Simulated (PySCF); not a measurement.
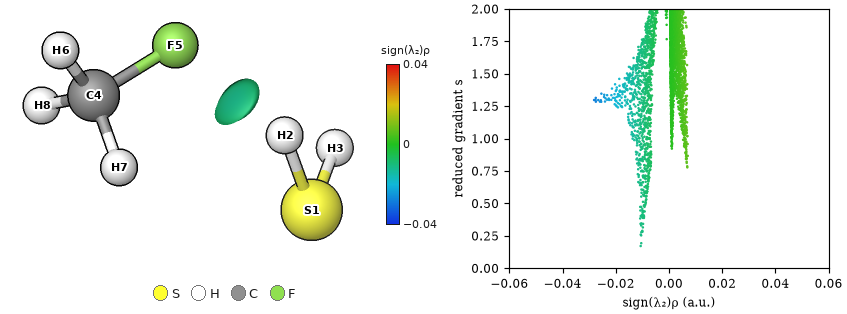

Figure. CH5FS, SMILES `S.CF`. Non-covalent interaction surfaces between the fragments (reduced density gradient s = 0.6, coloured by sign(λ₂)ρ in a.u.; trimmed to the region between the fragments where ρ is under 0.06 a.u.). Fragment A: H2S (atoms 1–3); fragment B: H3CF. The plot gives s against sign(λ₂)ρ for grid points between the fragments.

PySCF calculation, B3LYP/def2-SVPD, gas phase; geometry: GFN2-xTB. GFN2-xTB bond lengths at metals and heavier atoms can be off by up to 0.1 Å and shapes distorted, which carries into these values.

The calculation's input:

```python
import numpy as np
from pyscf import gto, scf, dft
from pyscf.scf import atom_ks, atom_hf
from scipy.linalg import block_diag
from pyscf.dispersion import dftd3

def solve(mol, dm0=None, hcore=None):
    mf = (dft.UKS if mol.spin else dft.RKS)(mol, xc='b3lyp')
    mf.grids.level = 3
    mf = mf.density_fit(auxbasis='def2-universal-jkfit')
    mf.conv_tol, mf.max_cycle = 1e-8, 80
    if hcore is not None:
        mf.get_hcore = lambda *args: hcore
    mf.kernel(dm0)
    if not mf.converged:
        mf = mf.newton().run(mf.mo_coeff, mf.mo_occ, max_cycle=30)
    assert mf.converged, 'SCF not converged'
    return mf

mol = gto.M(atom='''
S     -1.95242     0.13926     0.03767
H     -0.78716    -0.47332     0.18704
H     -2.42165    -0.82606    -0.74087
C      2.24264     0.48091    -0.05603
F      1.52669    -0.67893     0.06019
H      3.28984     0.25073     0.13890
H      1.85440     1.18847     0.67688
H      2.10736     0.85705    -1.07022
''', basis='def2-svpd', charge=0, spin=0, verbose=4)
mol_a = gto.M(atom='''
S     -1.95242     0.13926     0.03767
H     -0.78716    -0.47332     0.18704
H     -2.42165    -0.82606    -0.74087
ghost-C      2.24264     0.48091    -0.05603
ghost-F      1.52669    -0.67893     0.06019
ghost-H      3.28984     0.25073     0.13890
ghost-H      1.85440     1.18847     0.67688
ghost-H      2.10736     0.85705    -1.07022
''', basis='def2-svpd', charge=0, spin=0, verbose=4)
mol_b = gto.M(atom='''
ghost-S     -1.95242     0.13926     0.03767
ghost-H     -0.78716    -0.47332     0.18704
ghost-H     -2.42165    -0.82606    -0.74087
C      2.24264     0.48091    -0.05603
F      1.52669    -0.67893     0.06019
H      3.28984     0.25073     0.13890
H      1.85440     1.18847     0.67688
H      2.10736     0.85705    -1.07022
''', basis='def2-svpd', charge=0, spin=0, verbose=4)
ab, a, b = solve(mol), solve(mol_a), solve(mol_b)
e_int = ab.e_tot - a.e_tot - b.e_tot
print('counterpoise-corrected interaction energy / kcal/mol', e_int * 627.5095)
def disp(atoms, charge):
    m = gto.M(atom=atoms, charge=charge, basis='sto-3g', spin=None, unit='Bohr', verbose=0)
    return dftd3.DFTD3Dispersion(m, xc='b3lyp', version='d3bj').get_dispersion()['energy']
e_disp = disp(mol._atom, mol.charge) - disp(mol._atom[:3], mol_a.charge) - disp(mol._atom[3:], mol_b.charge)
print('D3(BJ) part / kcal/mol', e_disp * 627.5095)
# spherically averaged free atoms, for the promolecule
atm = atom_ks.get_atm_nrks(mol, xc='b3lyp')
pro = block_diag(*[(atm[a[0]][2] * atm[a[0]][3]) @ atm[a[0]][2].T for a in mol._atom])
np.savez('result.npz', e_int=e_int, e_disp=e_disp, dm_a=a.make_rdm1(), dm_b=b.make_rdm1(), c=ab.mo_coeff, occ=ab.mo_occ, eps=ab.mo_energy, pro=pro, d=[f.dip_moment(verbose=0) for f in (ab, a, b)])
```

Run with:

```sh
OMP_NUM_THREADS=1 python input.py
```

The run took 39 s on 1 thread of Intel(R) Xeon(R) Processor @ 2.50GHz (Skylake/Cascade Lake) (shared host), peak memory 0.5 GiB.

Partitions, critical points and surface values were worked out afterwards from this run's density.

### Which interactions hold the two fragments together?

Bond critical points between the fragments: H2···F5, hydrogen bond, 2.33 Å, ρ = 0.011 a.u. It is weak and appears green, as weak hydrogen bonds do. The pose is a local one from a semi-empirical search, not shown to be the most stable.

### How strongly are they bound?

The counterpoise-corrected interaction energy of the frozen fragments is −1.0 kcal/mol without dispersion correction and −1.9 kcal/mol with D3(BJ). The pair geometry is semi-empirical, not a minimum at this level.
